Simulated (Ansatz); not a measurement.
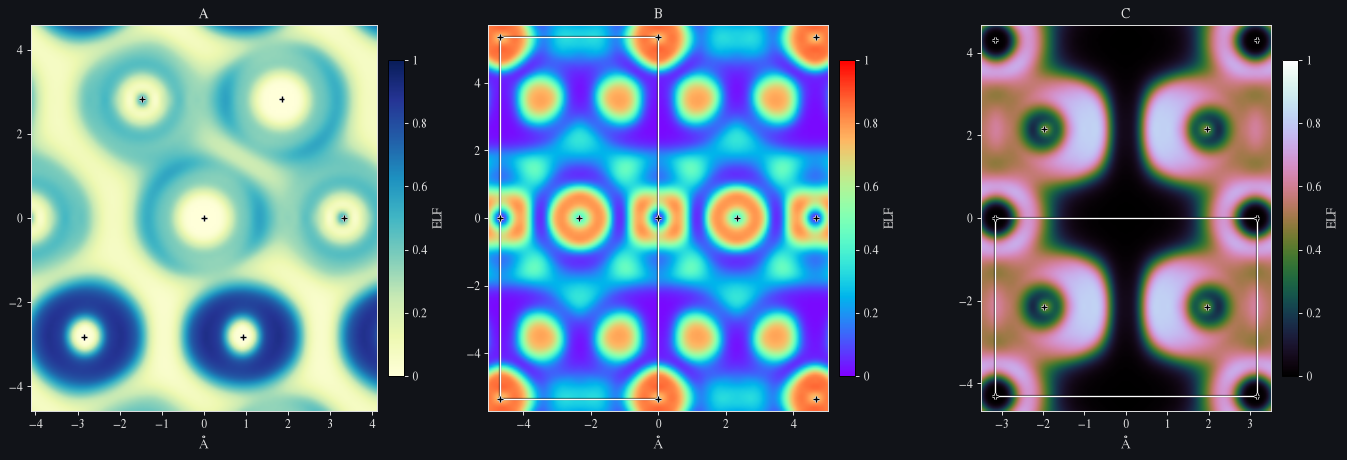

The ELF of 3 systems, each on a plane through atoms (crosses mark nuclei in the plane).

Theory: DFT PBE, scalar-relativistic, plane waves, PAW in Ansatz 0.2.0.

System 1: BiSbS, the (110) plane of the conventional cell. Space group P-3m1; a structure generated by program, which may or may not match a known phase.

```cif
data_structure
_symmetry_space_group_name_H-M 'P 1'
_symmetry_Int_Tables_number 1
_cell_length_a 4.8832
_cell_length_b 4.8832
_cell_length_c 7.5276
_cell_angle_alpha 90.000
_cell_angle_beta 90.000
_cell_angle_gamma 120.000
_cell_volume 155.45
loop_
_atom_site_label
_atom_site_type_symbol
_atom_site_fract_x
_atom_site_fract_y
_atom_site_fract_z
_atom_site_occupancy
Sb1 Sb 0.33333 0.66667 0.37735 1
Sb2 Sb 0.66667 0.33333 0.62265 1
Bi1 Bi 0.33333 0.66667 0.81848 1
Bi2 Bi 0.66667 0.33333 0.18152 1
S1 S 0.00000 0.00000 0.50000 1
S2 S 0.00000 0.00000 0.00000 1
```

System 2: HfNbF3, the (100) plane of the conventional cell. Space group R-3m; a structure generated by program, which may or may not match a known phase.

System 3: BAs2, the (110) plane of the conventional cell. Space group P4/mmm; a structure generated by program, which may or may not match a known phase; computed without spin polarisation.

Which map belongs to which system?

Answer. Panel A is system 1, BiSbS: the plane holds Sb, Bi and S. Sb–S (2.97 Å): the ELF peaks at about 0.85 in the valence shell of S, 0.8 Å from its nucleus, and drops to about 0.30 between the two atoms. Panel B is system 2, HfNbF3: the plane holds Hf, Nb and F. Nb–F (2.34 Å): the ELF is about 0.05 at the midpoint: no shared electron pair shows on this line. Panel C is system 3, BAs2: the plane holds B and As. B–As (2.46 Å): the ELF peaks at about 0.75 between the atoms.
